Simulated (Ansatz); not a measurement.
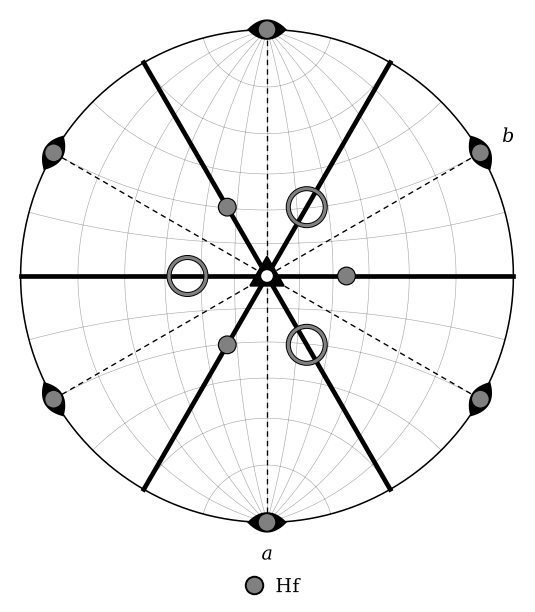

Crystal: Hf, the input geometry of an electronic-structure calculation (not necessarily at equilibrium); the starting structure was generated, so it need not be a known form of this composition. Directions from one hafnium atom at (0, 0, 0) to its bonded neighbours, in stereographic projection down c (filled: above the plane of the page or in it, open: below). Geometry calculated from the standardised cell; symmetry tolerance 0.002 Å.

Neighbours are counted up to 3.44 Å for Hf. The symmetry elements of the site are drawn in: heavy lines are mirror planes (a heavy rim: a mirror in the plane of the page); lens, triangle, square and hexagon are 2-, 3-, 4- and 6-fold axes, a lens in an open square is −4, a triangle in an open hexagon −6; thin dashed diameters join the ends of axes that lie in the page; a small open circle marks inversion.

```cif
data_structure
_symmetry_space_group_name_H-M 'P 1'
_symmetry_Int_Tables_number 1
_cell_length_a 3.1111
_cell_length_b 3.1111
_cell_length_c 9.9754
_cell_angle_alpha 90.000
_cell_angle_beta 90.000
_cell_angle_gamma 120.000
_cell_volume 83.61
loop_
_atom_site_label
_atom_site_type_symbol
_atom_site_fract_x
_atom_site_fract_y
_atom_site_fract_z
_atom_site_occupancy
Hf1 Hf 0.00000 0.00000 0.00000 1
Hf2 Hf 0.00000 0.00000 0.50000 1
Hf3 Hf 0.33333 0.66667 0.25000 1
Hf4 Hf 0.66667 0.33333 0.75000 1
```

Question: How many neighbours are there, and at what angles?

Answer: 12: 6 Hf at 3.07 Å, 6 Hf at 3.11 Å. Angles between bonds: 60° (18×), 61° (6×), 90° (12×), 119° (6×), 120° (18×), 180° (6×).

Question: What is the site's symmetry in the crystal?

Answer: Point group -3m (D3d), order 12: one threefold axis, three twofold axes, three mirror planes, an inversion centre. In P6₃/mmc, No. 194 this is Wyckoff position 2a.
